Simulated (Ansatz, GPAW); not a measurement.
# InS3I (model structure): optical spectrum from first principles, part 2 of 2

Aim: the dielectric function of InS3I (model structure), and the optical constants that follow from it. The structure is a model built here, which may or may not match a known phase. It was built so: All O replaced by S and Tl replaced by In in the R3m structure of TlIO3. The cell is first relaxed with Ansatz.

GPAW 26.7.0; DFT, revPBE, plane-wave PAW (GPAW data sets), scalar-relativistic, RPA, optical limit.

So far: Set-up; Relaxation.

## (3) Ground state

The self-consistent density comes first; it also tells whether there is a gap, which decides the occupations and the need for a Drude term.

This step: DFT, revPBE, plane-wave PAW (GPAW data sets), scalar-relativistic, ground state (GPAW 26.7.0).

The input, gs.py:

```python
from ase import Atoms
from ase.dft.bandgap import bandgap
from gpaw import GPAW, PW, FermiDirac

atoms = Atoms(['I', 'In', 'S', 'S', 'S'],
              cell=[[3.66521789, 2.11611454, 4.06470124],
                    [-3.66521789, 2.11611454, 4.06470124],
                    [0.00000000, -4.23222907, 4.06470124]],
              scaled_positions=[[0.51706163, 0.51706163, 0.51706163],
                                [0.06022849, 0.06022849, 0.06022849],
                                [0.41394422, 0.41394422, 0.93252146],
                                [0.41394422, 0.93252146, 0.41394422],
                                [0.93252146, 0.41394422, 0.41394422]],
              pbc=[True, True, True])
atoms.calc = GPAW(mode=PW(400), xc='revPBE', kpts={'size': (4, 4, 4), 'gamma': True},
                  occupations=FermiDirac(0.05), maxiter=150, txt='gs.txt')
print('energy (eV)', atoms.get_potential_energy())
print('Fermi level (eV)', atoms.calc.get_fermi_level())
print('valence electrons', atoms.calc.get_number_of_electrons())
print('gap (eV)', bandgap(atoms.calc, output=None)[0])
print('direct gap (eV)', bandgap(atoms.calc, direct=True, output=None)[0])
atoms.calc.write('gs.gpw')
```

On the command line:

```bash
$ OMP_NUM_THREADS=1 python gs.py
```

Numbers of over 12 decimals in the logs are rounded to 6 here.

What it wrote:

```text
__  _  _
 | _ |_)|_||  |
 |__||  | ||/\| - 26.7.0

Versions:
  Python: 3.12.14
  ASE:    3.29.0
  Numpy:  2.5.5
  Scipy:  1.18.1
  Libxc:  7.0.0

Input parameters:
  mode=PW(ecut=400.0),
  kpts=MonkhorstPack(size=(4, 4, 4), gamma=True),
  maxiter=150,
  occupations=Occupations(name='fermi-dirac', width=0.05, fixmagmom=False),
  xc=XC(name='revPBE')

Diagonalizing LCAO Hamiltonian
Converting LCAO to pw mode

         S        S
            SI

             In

Atoms  # Å, Bohr magnetons
|   | symbol |         x |         y |        z |    initial magnetic moments |
| 0 |      I |  0.000000 |  0.000000 | 6.305103 | ( 0.0000,  0.0000,  0.0000) |
| 1 |     In |  0.000000 |  0.000000 | 0.734432 | ( 0.0000,  0.0000,  0.0000) |
| 2 |      S | -0.000000 | -2.194738 | 7.155540 | ( 0.0000,  0.0000,  0.0000) |
| 3 |      S | -1.900699 |  1.097369 | 7.155540 | ( 0.0000,  0.0000,  0.0000) |
| 4 |      S |  1.900699 |  1.097369 | 7.155540 | ( 0.0000,  0.0000,  0.0000) |

Unit cell  # Å
| periodic |         x |         y |        z |  lengths |    angles |
|      yes |  3.665218 |  2.116115 | 4.064701 | 5.868012 | 77.307117 |
|      yes | -3.665218 |  2.116115 | 4.064701 | 5.868012 | 77.307117 |
|      yes |  0.000000 | -4.232229 | 4.064701 | 5.868012 | 77.307117 |

Number of symmetries: 2
Symmetry operations  # r_c * U_cc + t_c -> r_c
|   | kind |            matrix            |
| 0 |  E   |  1, 0, 0,  0, 1, 0,  0, 0, 1 |
| 1 |  σ   |  0, 1, 0,  1, 0, 0,  0, 0, 1 |

BZ-sampling:
  Number of BZ points: 64
  Number of IBZ points: 24

  Monkhorst-Pack size: [4, 4, 4]
  Monkhorst-Pack shift: [0.125, 0.125, 0.125]

K-points  # in reciprocal-cell coordinates
|     |                                coordinates |     weight |
|   0 | (  0.00000000,   0.00000000,   0.00000000) | 0.01562500 |
|   1 | (  0.00000000,   0.00000000,   0.25000000) | 0.03125000 |
|   2 | (  0.00000000,   0.00000000,   0.50000000) | 0.01562500 |
|   3 | (  0.25000000,  -0.25000000,   0.00000000) | 0.03125000 |
|   4 | (  0.25000000,  -0.25000000,   0.25000000) | 0.06250000 |
|   5 | (  0.25000000,  -0.25000000,   0.50000000) | 0.03125000 |
|   6 | (  0.25000000,   0.00000000,  -0.25000000) | 0.06250000 |
|   7 | (  0.25000000,   0.00000000,   0.00000000) | 0.06250000 |
|   8 | (  0.25000000,   0.00000000,   0.25000000) | 0.06250000 |
|   9 | (  0.25000000,   0.00000000,   0.50000000) | 0.06250000 |
| ... |                                            |            |
|  23 | (  0.50000000,   0.50000000,   0.50000000) | 0.01562500 |

Plane wave coefficients: 3452
Cutoff: 400.0 eV

Spin-components: 1 (collinear spins)
Bands:           25
Projectors:      26
Spin-degeneracy: 2
Datatype:        complex128

Parallelization:
  kpt:    1
  domain: 1
  band:   1

Density:
  Valence electrons: 38.0
  Components: 1
  Grid points: [28 28 28]
  Charge: 0.0  # |e|

Potential:
  Grid points: [28 28 28]

species:
  I:
    name:    Iodine
    id:
    Z:       53.0
    valence: 7
    core:    46
    charge:  0.0  # [|e|]
    compensation charges:
      type: gauss
      rc: 0.37  # [Å]
      lmax: 2
    cutoffs:
      filter: 2.06  # [Å]
      core: 2.90  # [Å]
    projectors
    | kind |    occ | energy [eV] | rcut [Å] |
    |   5s |  2.000 |     -17.322 |    1.164 |
    |   5p |  5.000 |      -7.047 |    1.164 |
    |    s |        |       9.889 |    1.164 |
    |    p |        |      20.164 |    1.164 |
    |    d |        |       0.000 |    1.164 |

    Using partial waves for I as LCAO basis

  In:
    name:    Indium
    id:
    Z:       49.0
    valence: 13
    core:    36
    charge:  0.0  # [|e|]
    compensation charges:
      type: gauss
      rc: 0.36  # [Å]
      lmax: 2
    cutoffs:
      filter: 2.09  # [Å]
      core: 2.48  # [Å]
    projectors
    | kind |    occ | energy [eV] | rcut [Å] |
    |   5s |  2.000 |      -8.129 |    1.185 |
    |   5p |  1.000 |      -2.456 |    1.244 |
    |   4d | 10.000 |     -18.611 |    1.148 |
    |    s |        |      19.083 |    1.185 |
    |    p |        |      24.755 |    1.244 |
    |    d |        |       8.601 |    1.148 |

    Using partial waves for In as LCAO basis

  S:
    name:    Sulfur
    id:
    Z:       16.0
    valence: 6
    core:    10
    charge:  0.0  # [|e|]
    compensation charges:
      type: gauss
      rc: 0.24  # [Å]
      lmax: 2
    cutoffs:
      filter: 1.77  # [Å]
      core: 1.66  # [Å]
    projectors
    | kind |    occ | energy [eV] | rcut [Å] |
    |   3s |  2.000 |     -17.230 |    0.974 |
    |   3p |  4.000 |      -6.978 |    0.979 |
    |    s |        |       9.981 |    0.974 |
    |    p |        |      20.234 |    0.979 |
    |    d |        |       0.000 |    0.900 |

    Using partial waves for S as LCAO basis

Reference energy: -386110.426791  # eV

eigensolver:
  PPCG
  Converge bands: occupied
  niter=2

density mixing:
  MSR1-Mixer
  Pratt-step length: 0.05
  Maximum mixing coefficient: 0.75
  Old densities: 10
  SVD Regularization: 0.005
  Good broyden scale: 1.0
  Trust region scale: 1.0
  Backstep threshold: 4.0
  History deletion threshold: 6.0
  Fourier metric: weight=20.0, sigma=0.015

occupation numbers:
  Fermi-Dirac:
    width: 0.0500  # eV

poisson solver:
  ecut: 3200.0  # eV

xc functional:
  name: revPBE with 2 nearest neighbor stencil

convergence criteria:
- Maximum [total energy] change in last 3 cyles: 0.0005 eV / valence electron
- Maximum integral of absolute [dens]ity change: 0.0001 electrons / valence electron
- Maximum integral of absolute [eigenst]ate change: 4e-08 eV^2 / valence electron
maximum number of iterations: 150

SCF iterations
|iter     |      energy | eigst |  dens |
|iter:   1||  -14.893206 | -0.40 |       |
|iter:   2||  -14.314018 | -1.87 | -0.96 |
|iter:   3||  -12.722896 | -1.47 | -1.01 |
|iter:   4||  -12.701237 | -2.63 | -1.55 |
|iter:   5||  -12.703271 | -3.81 | -1.96 |
|iter:   6||  -12.703713c| -4.51 | -2.59 |
|iter:   7||  -12.703759c| -5.40 | -3.05 |
|iter:   8||  -12.703767c| -6.36 | -3.63 |
|iter:   9||  -12.703769c| -7.43c| -4.13c|

Converged in 9 steps
SCF loop duration: 28.676 s (3.186 s/step)
Energy contributions relative to reference atoms: (reference = -386110.426791)

Energy contributions:
  Kinetic:          21.905437
  Coulomb:         -21.030137
  Zero:              0.504854
  External:          0.000000
  Xc:              -14.083885
  Entropy:          -0.000073
  Spinorbit:         0.000000
  ----------------------------
  Free energy:     -12.703805
  Extrapolated:    -12.703769

dipole moment: (0.000000, -0.000000, -6.326775)  # |e|*Ang

Fermi level: 1.599
Eigenvalues  # (at kpt = [0.000, 0.000, 0.000])
| band index |      eig [eV] | occ [0-2] |
|          0 |       -14.712 |     2.000 |
|        ... |               |           |
|         11 |        -3.799 |     2.000 |
|         12 |        -1.240 |     2.000 |
|         13 |        -0.078 |     2.000 |
|         14 |        -0.078 |     2.000 |
|         15 |         0.288 |     2.000 |
|         16 |         0.288 |     2.000 |
|         17 |         0.334 |     2.000 |
|         18 |         1.090 |     2.000 |
|         19 |         1.928 |     0.003 |
|         20 |         3.925 |     0.000 |
|         21 |         3.925 |     0.000 |
|         22 |         5.256 |     0.000 |
|         23 |         5.256 |     0.000 |
|         24 |         6.076 |     0.000 |

Gap: 0.705 eV
Transition (v -> c):
  (s=0, k=23, n=18, [0.50, 0.50, 0.50]) -> (s=0, k=0, n=19, [0.00, 0.00, 0.00])
Direct/indirect transitions are different
Direct gap: 0.733 eV
Transition at: (s=0, k=23, n=18, [0.50, 0.50, 0.50])

--- standard output ---
energy (eV) -12.703769
Fermi level (eV) 1.599262
valence electrons 38.0
gap (eV) 0.705491
direct gap (eV) 0.732548
```

Wall time 30 s (1 thread of Arm Neoverse V2, shared host); peak memory 0.21 GiB.

This step gave:

* energy: -12.70 eV
* Fermi energy: 1.599 eV
* gap on the k-mesh: 0.7055 eV
* direct gap on the mesh: 0.7325 eV
* electrons: 38

There is a gap, 0.71 eV on this mesh (points off the mesh can give less), so no carriers' term is needed.

## (4) Bands for the response

The response needs many more empty bands than the density does.

This step: DFT, revPBE, plane-wave PAW (GPAW data sets), scalar-relativistic, bands at fixed density (GPAW 26.7.0).

The input, nscf.py:

```python
from ase.dft.bandgap import bandgap
from gpaw import GPAW, FermiDirac

calc = GPAW('gs.gpw').fixed_density(kpts={'size': (6, 6, 6), 'gamma': True}, nbands=54, convergence={'bands': 48},
                                    occupations=FermiDirac(0.001), txt='nscf.txt')
print('gap (eV)', bandgap(calc, output=None)[0])
print('direct gap (eV)', bandgap(calc, direct=True, output=None)[0])
calc.write('full.gpw', mode='all')
```

On the command line:

```bash
$ OMP_NUM_THREADS=1 python nscf.py
```

What it wrote:

```text
Diagonalizing LCAO Hamiltonian
Converting LCAO to pw mode
convergence criteria:
- Maximum integral of absolute [eigenst]ate change: 4e-08 eV^2 / valence electron
maximum number of iterations: 150

SCF iterations
|iter     |      energy | eigst |  dens |
|iter:   1||             | +3.10 |       |
|iter:   2||             | +1.82 |       |
|iter:   3||             | +1.01 |       |
|iter:   4||             | +0.05 |       |
|iter:   5||             | -0.78 |       |
|iter:   6||             | -1.52 |       |
|iter:   7||             | -2.16 |       |
|iter:   8||             | -2.82 |       |
|iter:   9||             | -3.45 |       |
|iter:  10||             | -4.10 |       |
|iter:  11||             | -4.74 |       |
|iter:  12||             | -5.39 |       |
|iter:  13||             | -6.01 |       |
|iter:  14||             | -6.65 |       |
|iter:  15||             | -7.15 |       |
|iter:  16||             | -7.56c|       |
SCF steps: 16
  __  _  _
 | _ |_)|_||  |
 |__||  | ||/\| - 26.7.0

Versions:
  Python: 3.12.14
  ASE:    3.29.0
  Numpy:  2.5.5
  Scipy:  1.18.1
  Libxc:  7.0.0

Input parameters:
  mode=PW(ecut=400.0),
  convergence={'bands': 48},
  gpts=array([28, 28, 28]),
  kpts=MonkhorstPack(size=(6, 6, 6), gamma=True),
  maxiter=150,
  nbands=54,
  occupations=Occupations(name='fermi-dirac', width=0.001, fixmagmom=False),
  parallel={},
  xc=XC(name='revPBE')

--- standard output ---
gap (eV) 0.705491
direct gap (eV) 0.732548
```

Wall time 4.9 min (1 thread); peak memory 0.44 GiB.

## (5) Dielectric function, RPA

Local fields let the induced charge screen the field inside the cell, which as a rule lowers ε, most along directions where the density is uneven.

This step: DFT, revPBE, plane-wave PAW (GPAW data sets), scalar-relativistic, RPA, optical limit (GPAW 26.7.0).

The input, df.py:

```python
from gpaw.response.df import DielectricFunction

df = DielectricFunction('full.gpw', frequencies={'type': 'nonlinear', 'domega0': 0.03, 'omega2': 8},
                        ecut=30,
                        eta=0.1,
                        nbands=48,
                        txt='df.txt')
for direction in ['x', 'z']:
    df.get_dielectric_function(xc='RPA', direction=direction, filename=f'df_{direction}.csv')
```

On the command line:

```bash
$ OMP_NUM_THREADS=1 python df.py
```

What it wrote:

```text
Using integrator: PointIntegrator
NonLinearFrequencyDescriptor(from 0.000 to 31.274 eV, 399 points)
Nonperiodic BCs:  [False False False]
Using integrator: PointIntegrator
NonLinearFrequencyDescriptor(from 0.000 to 31.274 eV, 399 points)
Nonperiodic BCs:  [False False False]

Calculating chi0 body with:
    Ground state adapter containing:
    Number of spins: 1
    Number of kpoints: 216
    Number of irreducible kpoints: 68
    Number of completely occupied states: 19
    Number of partially occupied states: 19

    Linear response parametrization:
    q_c: [0.0, 0.0, 0.0]
    Number of frequency points: 399
    Planewave cutoff: 30.0
    Number of bands: 48
    Number of planewaves: 69
    Broadening (eta): 0.1

Integrating chi0 body.

Symmetries of q_c:
    Direct symmetries (Uq -> q): 2
    Indirect symmetries (TUq -> q): 2
In total 4 allowed symmetries.

68 groups of equivalent kpoints. 68.518519% reduction.

Integral kind: spectral function

Calculating chi0 optical extensions with:
    Ground state adapter containing:
    Number of spins: 1
    Number of kpoints: 216
    Number of irreducible kpoints: 68
    Number of completely occupied states: 19
    Number of partially occupied states: 19

    Linear response parametrization:
    Number of frequency points: 399
    Planewave cutoff: 30.0
    Number of bands: 48
    Number of planewaves: 69
    Broadening (eta): 0.1
Integrating chi0 head and wings.

Symmetries of q_c:
    Direct symmetries (Uq -> q): 2
    Indirect symmetries (TUq -> q): 2
In total 4 allowed symmetries.

68 groups of equivalent kpoints. 68.518519% reduction.

Integral kind: spectral function wings
```

The job ended after 34 s (1 thread; peak memory 0.37 GiB).

Read-outs, printed or worked out from the files:

```
electronic dielectric constant ε∞, mean over x, y and z (by symmetry where fewer were run) : 7.060
```

The Im ε has structure finer than the step of the table below, so its rows give means over 1 eV, whole bins alone (the curve runs from 0 to 10.7 eV). Peaks (eV: height): E ∥ x 1.5: 7.25, 4.3: 5.28, 5.8: 3.64, 8.2: 3.26; E ∥ z 1.3: 2.42, 5.4: 6.35, 8.6: 2.59.

Sum at mesh points, not converged in k; values under the direct gap are tails of Lorentzian lines. Table of Im ε by photon energy; means over each step:

```csv
photon energy (eV),E ∥ x,E ∥ z
1,3.17,1.14
2,6.54,1.11
3,4.66,1.50
4,4.01,1.60
5,3.66,3.80
6,2.93,2.32
7,1.85,1.21
8,2.58,1.52
9,2.47,1.96
10,1.85,1.61
```

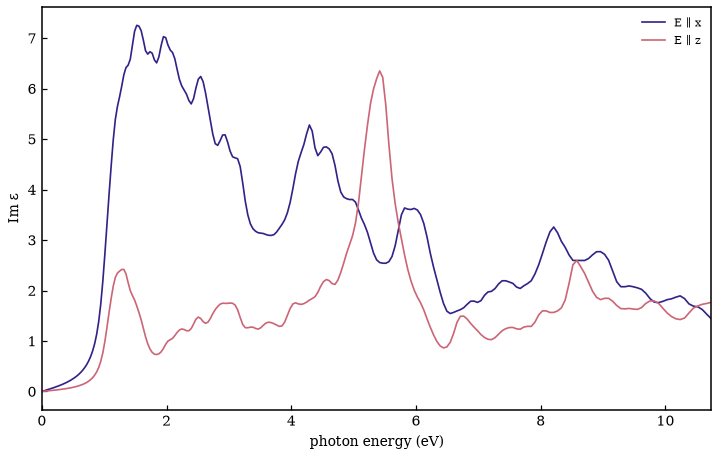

Im ε, plotted against photon energy.

The reflectivity at normal incidence has structure finer than the step of the table below, so its rows give means over 1 eV, whole bins alone (the curve runs from 0 to 10.7 eV). Peaks (eV: height): E ∥ x 1.1: 31.9, 4.7: 26.2, 6.2: 26.4, 9.2: 23.8; E ∥ z 1.1: 17.3, 5.6: 33.7, 8.6: 14.1.

Sum at mesh points, not converged in k. Table of reflectivity at normal incidence by photon energy; means over each step:

```csv
photon energy (eV),E ∥ x (%),E ∥ z (%)
1,29.4,14.7
2,28.6,10.6
3,23.1,11.0
4,20.2,12.1
5,22.4,20.5
6,21.0,20.7
7,10.9,5.71
8,15.2,7.66
9,20.4,11.1
10,20.1,9.10
```

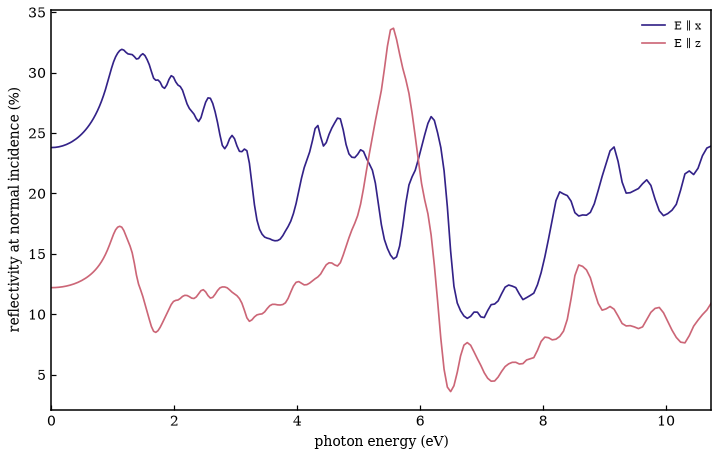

Reflectivity at normal incidence against photon energy.

The loss function −Im 1/ε at q → 0 has structure finer than the step of the table below, so its rows give means over 0.5 eV, whole bins alone (the curve runs from 0 to 10.7 eV). Peaks (eV: height): E ∥ x 3.30: 0.239, 5.37: 0.359, 6.49: 0.615; E ∥ z 6.28: 0.820, 6.87: 0.435, 10.10: 0.489.

Sum at mesh points, not converged in k; values under the direct gap are tails of Lorentzian lines. Table of loss function −Im 1/ε at q → 0 by energy loss; means over each step:

```csv
energy loss (eV),E ∥ x,E ∥ z
0.5,0.00333,0.00450
1.0,0.0206,0.0396
1.5,0.0630,0.120
2.0,0.0976,0.0660
2.5,0.132,0.0872
3.0,0.179,0.122
3.5,0.209,0.102
4.0,0.150,0.0982
4.5,0.189,0.108
5.0,0.268,0.107
5.5,0.314,0.190
6.0,0.284,0.523
6.5,0.514,0.515
7.0,0.387,0.392
7.5,0.344,0.282
8.0,0.284,0.254
8.5,0.351,0.269
9.0,0.384,0.407
9.5,0.491,0.411
10.0,0.550,0.461
```

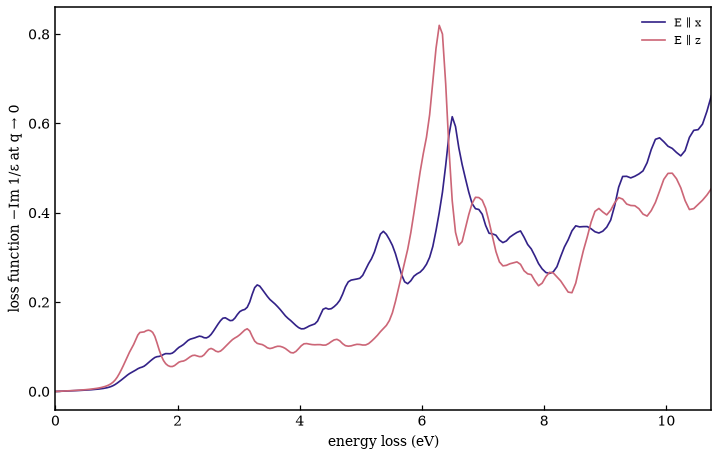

Loss function −Im 1/ε at q → 0 against energy loss.

The Im ε, E ∥ x has structure finer than the step of the table below, so its rows give means over 0.5 eV, whole bins alone (the curve runs from 0 to 10.7 eV). Peaks (eV: height): without local fields 1.49: 10.9, 4.07: 6.10, 7.32: 4.54; with local fields 1.52: 7.25, 4.29: 5.28, 5.82: 3.64, 8.21: 3.26.

Sum at mesh points, not converged in k; values under the direct gap are tails of Lorentzian lines. Table of Im ε, E ∥ x by photon energy; means over each step:

```csv
photon energy (eV),without local fields,with local fields
0.5,0.420,0.284
1.0,4.46,2.90
1.5,9.94,6.73
2.0,8.47,6.64
2.5,7.52,5.84
3.0,6.05,4.74
3.5,4.48,3.23
4.0,5.47,3.98
4.5,5.26,4.81
5.0,3.88,3.66
5.5,3.77,2.75
6.0,4.18,3.41
6.5,3.35,1.82
7.0,3.97,1.83
7.5,4.42,2.12
8.0,4.27,2.66
8.5,3.40,2.75
9.0,2.12,2.59
9.5,1.65,2.04
10.0,1.32,1.82
```

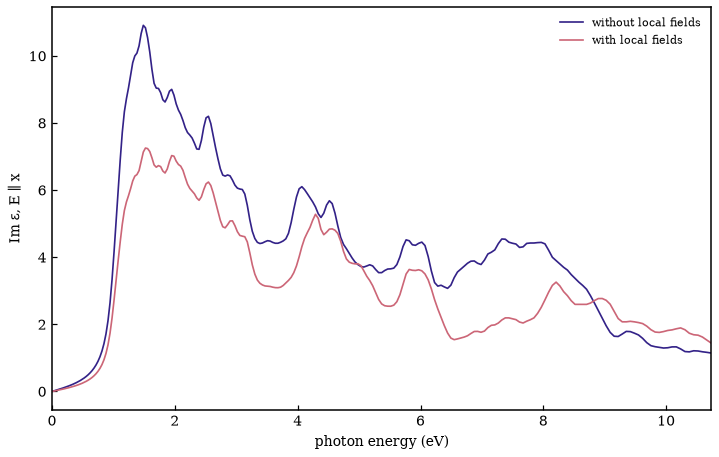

Im ε, E ∥ x against photon energy.

From ε follow the optical constants at some laser and lamp lines:

```csv
wavelength (nm),n x,k x,R (%) x,1/α x,n z,k z,R (%) z,1/α z
1550,3.20,0.118,27.5,1.0 µm,2.21,0.058,14.2,2.1 µm
800,2.97,1.217,31.1,52 nm,1.79,0.443,10.3,144 nm
633,2.65,1.324,29.7,38 nm,1.95,0.225,10.9,224 nm
405,1.88,1.240,23.5,26 nm,1.84,0.473,11.3,68 nm
308,2.11,0.954,20.2,26 nm,1.98,0.438,12.7,56 nm
248,1.50,1.258,23.4,16 nm,2.24,0.711,18.5,28 nm
193,0.94,0.963,19.8,16 nm,1.02,0.431,4.4,36 nm
```

Below the direct gap, k and the depth come from the tails of the Lorentzian lines, not from transitions.

Rows near the edge hang on the gap, which this functional as a rule makes too small, and phonon-assisted absorption is left out.

## (6) Results

```
electronic dielectric constant ε∞, mean over x, y and z (by symmetry where fewer were run) (RPA) : 7.06
```

**Reading.** At this level (revPBE, RPA) InS3I has a mean ε∞ = 7.06 and n = 3.20 at 1550 nm (E ∥ x). The cell grew by 16.1 % in volume. On the mesh the gap is 0.71 eV and the least direct gap 0.73 eV. Local fields change the static value along x from 10.98 to 8.44 (-23 %). The static values by axis are 8.44 (x), 4.30 (z). Excitons and phonon-assisted transitions are missing; revPBE gaps are as a rule too small, which pulls the onset down and ε∞ up. Spin-orbit coupling is left out although heavy atoms are present. The curves end at 11 eV, about where the summed bands run out. The cell grew by 16 % in the relaxation, which can come from the guessed start or, where layers or molecules are weakly bound, from the missing dispersion term; a larger cell lowers ε. The sum runs over mesh points 0.19 Å⁻¹ apart with no interpolation, so peaks are partly noise of the mesh; over so small a direct gap single mesh points weigh heavily, so ε∞, n and their changes from run to run can be far off. Besides steps told in other documents, this task had 1 run with a known fault of program or setting; those not told in a step above aren't shown.

[Machine, clock and banner lines and Python warnings are left out of the logs.]

[Logs are printed without paths, hosts, clocks, repeated set-up lines and the standing remarks that a program may print on its own settings, such as how far it seeks lower states.]

[Hosts, paths, dates, database ids (printed as entryN), source tags and the programs' standing remarks are cut or masked in the printed files.]
